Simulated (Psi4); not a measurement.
Interaction energy of N2 ··· BF3 (SMILES N#N and FB(F)F). Monomers: optimised at B3LYP-D3(BJ) (def2-TZVP), held rigid. Orientation: a higher rigid-body minimum at GFN2-xTB. Only R, the distance of the centres of mass, is varied, so the lowest point isn't the relaxed dimer.

Geometry at R = 2.94 Å (first 2 atoms: monomer A):
```
6

N      0.5455     0.0000     0.0000
N     -0.5455     0.0000     0.0000
F     -2.9110     1.3472    -1.6173
B     -1.8568     1.9739    -1.1409
F     -1.8966     2.5100     0.0601
F     -0.7612     2.0608    -1.8641
```

Method: SAPT0/jun-cc-pVDZ, frozen core in Psi4.

Components in kcal/mol:

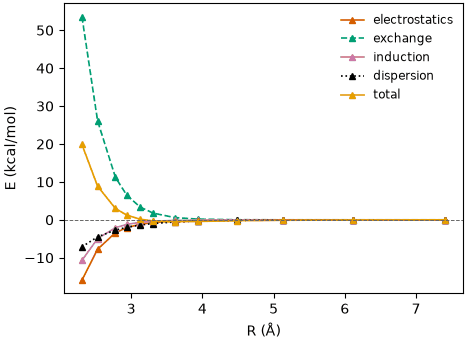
Fig. 1. Components of the interaction energy.

```tsv
R / Å	electrostatics	exchange	induction	dispersion	total
2.31	-15.92	53.60	-10.69	-7.13	19.87
2.53	-7.75	26.06	-4.97	-4.49	8.85
2.78	-3.41	11.21	-2.09	-2.71	3.00
2.94	-2.05	6.46	-1.21	-1.98	1.22
3.13	-1.16	3.33	-0.65	-1.37	0.15
3.31	-0.71	1.76	-0.37	-0.98	-0.31
3.61	-0.36	0.60	-0.16	-0.57	-0.50
3.94	-0.20	0.17	-0.07	-0.33	-0.43
4.48	-0.10	0.02	-0.02	-0.15	-0.25
5.13	-0.05	0.00	-0.01	-0.06	-0.12
6.11	-0.02	0.00	0.00	-0.02	-0.05
7.41	-0.01	0.00	0.00	-0.01	-0.02
```
